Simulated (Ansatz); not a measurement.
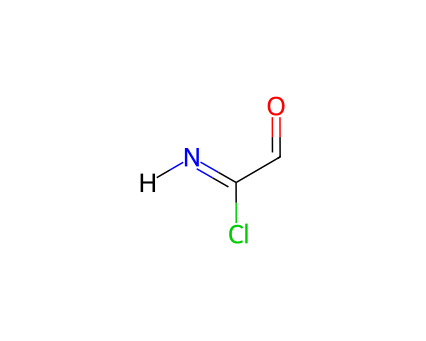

2D structure.

Give its SMILES.

[H]/N=C(\Cl)C=O

What is the molecular formula?

C2H2ClNO.

An optimisation with PBE0-D4/def2-TZVP gave a structure of which point group?

Cs. Other conformers may differ.

More results for the same structure follow; atom numbers are the same in all pictures, views and colours differ. Computed geometry: PBE0-D4/def2-TZVP optimisation.

**Dipole moment**

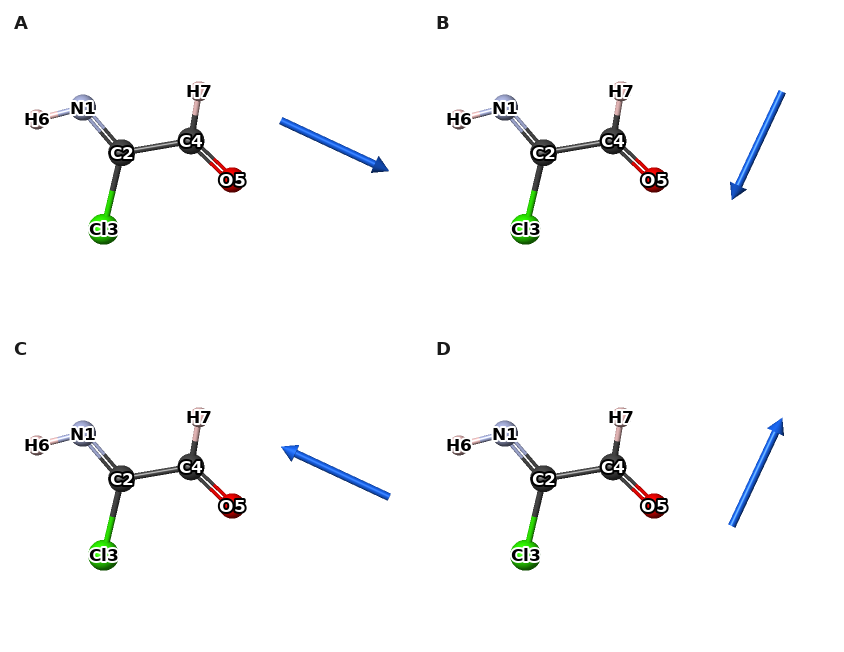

The same molecule four times, each with an arrow. Method: RKS ωB97M-V/def2-TZVPP (Ansatz 0.2.0).

Which arrow points along the dipole moment, from the negative to the positive end?

C. The dipole moment is 1.98 D; it points from the side of O5 to the side of H6 (the outermost atoms at the two ends).

**Thermal motion**

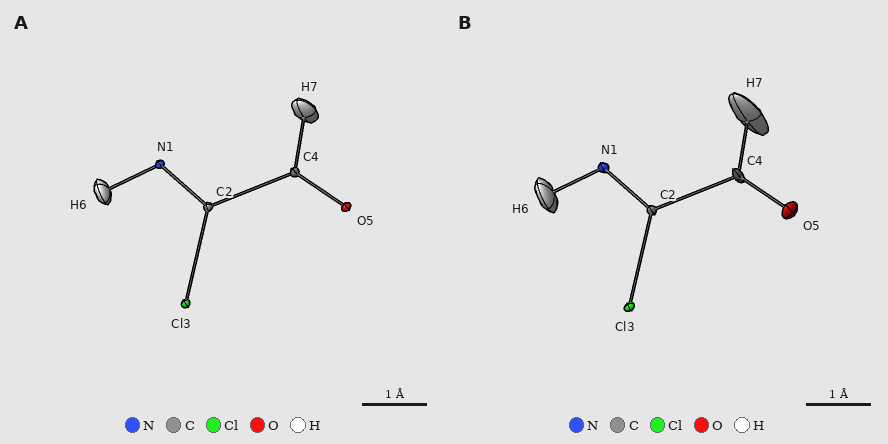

Displacement ellipsoids at the 50 % level, from the internal vibrations of the free molecule (harmonic, no overall translation or rotation; no half-axis is drawn under 0.075 Å). Vibrations computed with RKS PBE0-D4/def2-TZVP (Ansatz 0.2.0). One panel is for 100 K, the other for 600 K.

Which panel is for 600 K?

B.

How much does the mean-square displacement of O5 grow, and why?

U_eq goes from 0.0021 to 0.0077 Å², a factor of 3.7. Modes below kT (417 cm⁻¹ at 600 K) grow about in proportion to T, and the lowest lies at 139 cm⁻¹; the mean-square amplitude of a mode is its zero-point value times coth(ħω/2kT), which comes close to 1 only above about 3kT.

**Charges**

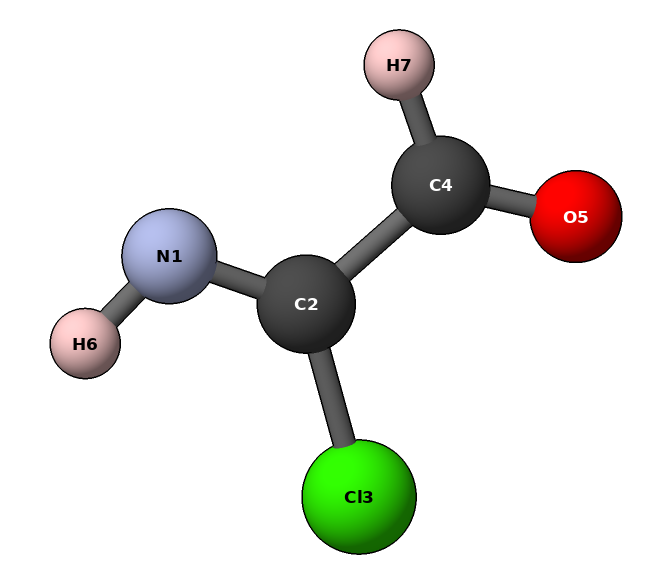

The questions are on Mulliken charges. Level of theory: RKS PBE-D4/def2-TZVPP (Ansatz 0.2.0).

Which atom carries the highest charge (most positive or least negative)?

H6 (0.18 e).

And the lowest?

O5 (−0.17 e).

List the Mulliken charges.

```csv
atom,value (e)
N1,−0.16
C2,0.04
Cl3,−0.06
C4,0.09
O5,−0.17
H6,0.18
H7,0.08
```

Mulliken values depend strongly on the basis set and can even reverse the polarity of a bond.
